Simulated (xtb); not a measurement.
Run report: C$_{3}$H$_{6}$OSi, geometry relaxation (part 2 of 2)

Continued. System: C$_{3}$H$_{6}$OSi. Method: GFN1-xTB, ALPB solvent ch2cl2 (xtb 6.7.1 later snapshot). The starting geometry was optimised with GFN1-xTB.

Geometry of the input (Å):
```
C  -1.5828  -1.5779  1.6537
C  -0.7512  -0.7481  0.7850
C  -0.0680  -0.0683  0.0728
O  0.6732  0.6712  -0.7023
Si 1.5943  1.5894  -1.6660
H  -1.1087  -1.7014  2.6299
H  -1.7282  -2.5657  1.2108
H  -2.5615  -1.1151  1.7990
H  1.2808  2.9745  -1.3845
H  2.9786  1.2935  -1.3627
H  1.2734  1.2480  -3.0358
```

Log, continued:
```
11
 xtb: 6.7.1
C           -1.58412628645852       -1.57920787125748        1.65508562052576
C           -0.75240425333061       -0.74941867335685        0.78602535670727
C           -0.06918287534929       -0.06949927913931        0.07357629239895
O            0.67398525706814        0.67183249128732       -0.70324428984808
Si           1.59637022836820        1.59147454887025       -1.66814999060958
H           -1.11000773073650       -1.70243649275859        2.63118781341589
H           -1.72958972828340       -2.56703676701259        1.21260836771341
H           -2.56264154400694       -1.11645915801811        1.80041972709864
H            1.28213867015747        2.97593663621544       -1.38555190052133
H            2.98028988265603        1.29511287422913       -1.36437255947886
H            1.27516837991541        1.24971169094079       -3.03759443740208

 Bond Distances (Angstroems)
 ---------------------------
C1-C2=1.4614         C1-H6=1.0921         C1-H7=1.0921         C1-H8=1.0921         C2-C1=1.4614         C2-C3=1.1986
C3-C2=1.1986         C3-O4=1.3059         O4-C3=1.3059         O4-Si5=1.6210        Si5-O4=1.6210        Si5-H9=1.4475
Si5-H10=1.4475       Si5-H11=1.4475       H6-C1=1.0921         H7-C1=1.0921         H8-C1=1.0921         H9-Si5=1.4475
H10-Si5=1.4475       H11-Si5=1.4475
 C  H  Rav=1.0921 sigma=0.0000  Rmin=1.0921  Rmax=1.0921     3
 C  C  Rav=1.3300 sigma=0.1314  Rmin=1.1986  Rmax=1.4614     2
 O  C  Rav=1.3059 sigma=0.0000  Rmin=1.3059  Rmax=1.3059     1
 Si H  Rav=1.4475 sigma=0.0000  Rmin=1.4475  Rmax=1.4475     3
 Si O  Rav=1.6210 sigma=0.0000  Rmin=1.6210  Rmax=1.6210     1

 selected bond angles (degree)
 --------------------
H6-C1-C2=110.40                H7-C1-C2=110.39                H7-C1-H6=108.53                H8-C1-C2=110.39
H8-C1-H6=108.53                H8-C1-H7=108.53                C3-C2-C1=179.94                O4-C3-C2=179.94
Si5-O4-C3=179.97               H9-Si5-O4=107.63               H10-Si5-O4=107.63              H10-Si5-H9=111.25
H11-Si5-O4=107.63              H11-Si5-H9=111.24              H11-Si5-H10=111.24

 selected dihedral angles (degree)
 ---------------------------------
C3-C2-C1-H6= 45.68            C3-C2-C1-H7=285.68            C3-C2-C1-H8=165.68            O4-C3-C2-C1=168.59
Si5-O4-C3-C2=279.07           H9-Si5-O4-C3=141.69           H10-Si5-O4-C3=261.69          H11-Si5-O4-C3= 21.69
           -------------------------------------------------
          |                Final Singlepoint                |
           -------------------------------------------------

          ...................................................
          :                      SETUP                      :
          :.................................................:
          :  # basis functions                  38          :
          :  # atomic orbitals                  37          :
          :  # shells                           23          :
          :  # electrons                        28          :
          :  # halogen bonds                     0          :
          :  max. iterations                   250          :
          :  Hamiltonian                  GFN1-xTB          :
          :  restarted?                      false          :
          :  GBSA solvation                   true          :
          :  PC potential                    false          :
          :  electronic temp.          300.0000000     K    :
          :  accuracy                    1.0000000          :
          :  -> integral cutoff          0.2500000E+02      :
          :  -> integral neglect         0.1000000E-07      :
          :  -> SCF convergence          0.1000000E-05 Eh   :
          :  -> wf. convergence          0.2000000E-04 e    :
          :  Broyden damping             0.4000000          :
          :  net charge                          0          :
          :  unpaired electrons                  0          :
          ...................................................

 iter      E             dE          RMSdq      gap      omega  full diag
   1    -16.4122596 -0.164123E+02  0.226E-06    6.41       0.0  T
   2    -16.4122596 -0.532907E-13  0.585E-07    6.41   51575.9  T
   3    -16.4122596  0.710543E-14  0.346E-07    6.41   87172.4  T

   *** convergence criteria satisfied after 3 iterations ***

         #    Occupation            Energy/Eh            Energy/eV
      -------------------------------------------------------------
         1        2.0000           -0.8177937             -22.2533
       ...           ...                  ...                  ...
         8        2.0000           -0.5338225             -14.5261
         9        2.0000           -0.5338195             -14.5260
        10        2.0000           -0.5329832             -14.5032
        11        2.0000           -0.4645503             -12.6411
        12        2.0000           -0.4645478             -12.6410
        13        2.0000           -0.4295948             -11.6899
        14        2.0000           -0.4295936             -11.6898 (HOMO)
        15                         -0.1939857              -5.2786 (LUMO)
        16                         -0.1799477              -4.8966
        17                         -0.1799398              -4.8964
        18                         -0.1473731              -4.0102
        19                         -0.1473634              -4.0100
       ...                                ...                  ...
        37                          1.4706252              40.0177
      -------------------------------------------------------------
                  HL-Gap            0.2356079 Eh            6.4112 eV
             Fermi-level           -0.3117897 Eh           -8.4842 eV

 SCC (total)                   0 d,  0 h,  0 min,  0.009 sec
 SCC setup                      ...        0 min,  0.001 sec (  6.842%)
 Dispersion                     ...        0 min,  0.000 sec (  0.308%)
 classical contributions        ...        0 min,  0.000 sec (  0.127%)
 integral evaluation            ...        0 min,  0.002 sec ( 25.622%)
 iterations                     ...        0 min,  0.001 sec ( 11.256%)
 molecular gradient             ...        0 min,  0.005 sec ( 53.806%)
 printout                       ...        0 min,  0.000 sec (  1.868%)

         :::::::::::::::::::::::::::::::::::::::::::::::::::::
         ::                     SUMMARY                     ::
         :::::::::::::::::::::::::::::::::::::::::::::::::::::
         :: total energy             -16.171191281322 Eh    ::
         :: w/o Gsasa/hb/shift       -16.166294975545 Eh    ::
         :: gradient norm              0.000965852914 Eh/a0 ::
         :: HOMO-LUMO gap              6.411217534709 eV    ::
         ::.................................................::
         :: SCC energy               -16.412259619067 Eh    ::
         :: -> electrostatic           0.022439971496 Eh    ::
         :: -> Gsolv                  -0.006543930829 Eh    ::
         ::    -> Gelec               -0.001647625053 Eh    ::
         ::    -> Gsasa               -0.008236436174 Eh    ::
         ::    -> Ghb                  0.000000000000 Eh    ::
         ::    -> Gshift               0.003340130398 Eh    ::
         :: repulsion energy           0.244054998712 Eh    ::
         :: dispersion energy         -0.002986660967 Eh    ::
         :: halogen bond corr.         0.000000000000 Eh    ::
         :: add. restraining           0.000000000000 Eh    ::
         :: total charge               0.000000000000 e     ::
         :::::::::::::::::::::::::::::::::::::::::::::::::::::

           -------------------------------------------------
          |                Property Printout                |
           -------------------------------------------------

    * Orbital Energies and Occupations

         #    Occupation            Energy/Eh            Energy/eV
      -------------------------------------------------------------
         1        2.0000           -0.8177937             -22.2533
         2        2.0000           -0.6953401             -18.9212
         3        2.0000           -0.6463410             -17.5878
         4        2.0000           -0.6296380             -17.1333
         5        2.0000           -0.6098645             -16.5953
         6        2.0000           -0.6098644             -16.5953
         7        2.0000           -0.5758672             -15.6701
         8        2.0000           -0.5338225             -14.5261
         9        2.0000           -0.5338195             -14.5260
        10        2.0000           -0.5329832             -14.5032
        11        2.0000           -0.4645503             -12.6411
        12        2.0000           -0.4645478             -12.6410
        13        2.0000           -0.4295948             -11.6899
        14        2.0000           -0.4295936             -11.6898 (HOMO)
        15                         -0.1939857              -5.2786 (LUMO)
        16                         -0.1799477              -4.8966
        17                         -0.1799398              -4.8964
        18                         -0.1473731              -4.0102
        19                         -0.1473634              -4.0100
        20                         -0.1384644              -3.7678
        21                         -0.0646644              -1.7596
        22                         -0.0646607              -1.7595
        23                         -0.0530760              -1.4443
        24                         -0.0530747              -1.4442
        25                         -0.0386048              -1.0505
       ...                                ...                  ...
        37                          1.4706252              40.0177
      -------------------------------------------------------------
                  HL-Gap            0.2356079 Eh            6.4112 eV
             Fermi-level           -0.3117897 Eh           -8.4842 eV

  Mulliken/CM5 charges         n(s)   n(p)   n(d)
     1     -0.04043 -0.18296   0.992  3.049  0.000
     2     -0.14583 -0.15580   1.081  3.065  0.000
     3      0.21636  0.24679   0.959  2.824  0.000
     4     -0.33489 -0.37879   1.624  4.711  0.000
     5      0.36893  0.10617   1.186  1.704  0.741
     6      0.04358  0.09525   0.956  0.000  0.000
     7      0.04358  0.09525   0.956  0.000  0.000
     8      0.04358  0.09524   0.956  0.000  0.000
     9     -0.06496  0.02629   1.065  0.000  0.000
    10     -0.06496  0.02629   1.065  0.000  0.000
    11     -0.06496  0.02628   1.065  0.000  0.000

Wiberg/Mayer (AO) data.
largest (>0.10) Wiberg bond orders for each atom

 ---------------------------------------------------------------------------
     #   Z sym  total        # sym  WBO       # sym  WBO       # sym  WBO
 ---------------------------------------------------------------------------
     1   6      3.994 --     2      1.057     8      0.970     6      0.970
                             7      0.970
     2   6      3.970 --     3      2.725     1      1.057     4      0.107
     3   6      3.892 --     2      2.725     4      1.049
     4   8      2.504 --     5      1.321     3      1.049     2      0.107
     5  14      4.235 --     4      1.321    10      0.944    11      0.944
                             9      0.944
     6   1      1.005 --     1      0.970
     7   1      1.005 --     1      0.970
     8   1      1.005 --     1      0.970
     9   1      0.991 --     5      0.944
    10   1      0.991 --     5      0.944
    11   1      0.991 --     5      0.944
 ---------------------------------------------------------------------------

Topologies differ in total number of bonds
Writing topology from bond orders to xtbtopo.mol

 dipole moment from electron density (au)
     X       Y       Z
  -0.2032  -0.2033   0.2128  total (Debye):    0.909

           -------------------------------------------------
          |                Geometry Summary                 |
           -------------------------------------------------

      molecular mass/u    :       86.1647558
   center of mass at/Å    :        0.3117314       0.3107874      -0.3254639
  moments of inertia/u·Å² :        0.8923251E+01   0.3980956E+03   0.3980956E+03
rotational constants/cm⁻¹ :        0.1889181E+01   0.4234569E-01   0.4234569E-01

 * 9 selected distances

     #   Z          #   Z                                           value/Å
     2   6          3   6                                         1.1986099
     3   6          4   8                                         1.3058799
     4   8          5  14                                         1.6209809 (max)
     1   6          6   1                                         1.0921307 (min)
     1   6          7   1                                         1.0921318
     1   6          8   1                                         1.0921313
     5  14          9   1                                         1.4475285
     5  14         10   1                                         1.4475306
     5  14         11   1                                         1.4475327

 * 5 distinct bonds (by element types)

   Z      Z             #   av. dist./Å        max./Å        min./Å
   1 H    6 C           3     1.0921312     1.0921318     1.0921307
   6 C    6 C           1     1.1986099     1.1986099     1.1986099
   6 C    8 O           1     1.3058799     1.3058799     1.3058799
   1 H   14 Si          3     1.4475306     1.4475327     1.4475285
   8 O   14 Si          1     1.6209809     1.6209809     1.6209809

optimized geometry written to: xtbopt.xyz

           -------------------------------------------------
          | TOTAL ENERGY              -16.171191281322 Eh   |
          | GRADIENT NORM               0.000965852914 Eh/α |
          | HOMO-LUMO GAP               6.411217534709 eV   |
           -------------------------------------------------

------------------------------------------------------------------------
------------------------------------------------------------------------
 total:
 *  cpu-time:     0 d,  0 h,  0 min,  0.060 sec
 * ratio c/w:     1.000 speedup
 SCF:
 *  cpu-time:     0 d,  0 h,  0 min,  0.012 sec
 * ratio c/w:     1.000 speedup
 ANC optimizer:
 *  cpu-time:     0 d,  0 h,  0 min,  0.040 sec
 * ratio c/w:     1.000 speedup
```

File xtbopt.xyz:
```
11
 energy: -16.171191281322 gnorm: 0.000965852914 xtb: 6.7.1
C           -1.58412628645852       -1.57920787125748        1.65508562052576
C           -0.75240425333061       -0.74941867335685        0.78602535670727
C           -0.06918287534929       -0.06949927913931        0.07357629239895
O            0.67398525706814        0.67183249128732       -0.70324428984808
Si           1.59637022836820        1.59147454887025       -1.66814999060958
H           -1.11000773073650       -1.70243649275859        2.63118781341589
H           -1.72958972828340       -2.56703676701259        1.21260836771341
H           -2.56264154400694       -1.11645915801811        1.80041972709864
H            1.28213867015747        2.97593663621544       -1.38555190052133
H            2.98028988265603        1.29511287422913       -1.36437255947886
H            1.27516837991541        1.24971169094079       -3.03759443740208
```

Standard error:
```
normal termination of xtb
```

Trajectory as extended XYZ (Å, eV, eV/Å), 3 frames, from step=0 to step=2:
```
11
Properties=species:S:1:pos:R:3 step=0 energy=-440.04030
C    -1.5828   -1.5779    1.6537
C    -0.7512   -0.7481    0.7850
C    -0.0680   -0.0683    0.0728
O     0.6733    0.6712   -0.7023
Si    1.5943    1.5894   -1.6660
H    -1.1087   -1.7014    2.6299
H    -1.7282   -2.5657    1.2108
H    -2.5615   -1.1151    1.7990
H     1.2808    2.9745   -1.3845
H     2.9786    1.2935   -1.3627
H     1.2734    1.2480   -3.0358
11
Properties=species:S:1:pos:R:3 step=1 energy=-440.04050
C    -1.5836   -1.5787    1.6544
C    -0.7519   -0.7489    0.7855
C    -0.0685   -0.0687    0.0732
O     0.6738    0.6717   -0.7028
Si    1.5954    1.5905   -1.6671
H    -1.1094   -1.7020    2.6306
H    -1.7290   -2.5664    1.2117
H    -2.5621   -1.1159    1.7998
H     1.2815    2.9753   -1.3850
H     2.9795    1.2943   -1.3636
H     1.2743    1.2487   -3.0367
11
Properties=species:S:1:pos:R:3 step=2 energy=-440.04053
C    -1.5841   -1.5792    1.6551
C    -0.7524   -0.7494    0.7860
C    -0.0692   -0.0695    0.0736
O     0.6740    0.6718   -0.7032
Si    1.5964    1.5915   -1.6682
H    -1.1100   -1.7024    2.6312
H    -1.7296   -2.5670    1.2126
H    -2.5626   -1.1165    1.8004
H     1.2821    2.9759   -1.3856
H     2.9803    1.2951   -1.3644
H     1.2752    1.2497   -3.0376
```

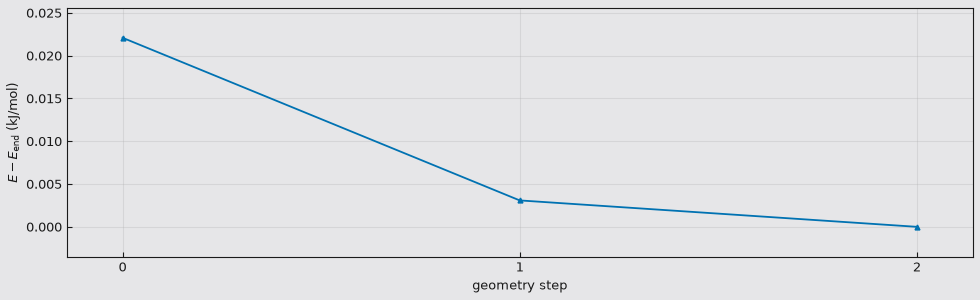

Progress of the relaxation, step by step (steps are counted from 0). The energy falls by 0.02 kJ/mol in 2 geometry steps. No atom moves by more than 0.005 Å after the best rigid fit.

Summary:

- outcome: converged
- electrons treated: 28
- total energy: −16.171191 hartree
- dispersion energy: −0.002987 hartree
- solvation energy: −0.006544 hartree
- basis functions: 38
- HOMO: −11.69 eV
- LUMO: −5.28 eV
- dipole moment: 0.91 D
- peak memory: 0.072 GiB

Remarks:

Settings chosen away from the usual ones: method = gfn1-xtb; task = optimise; x = {"surface_grid": "tight"}; geo = {"prev": "A"}; sm = ALPB; solvent = ch2cl2.
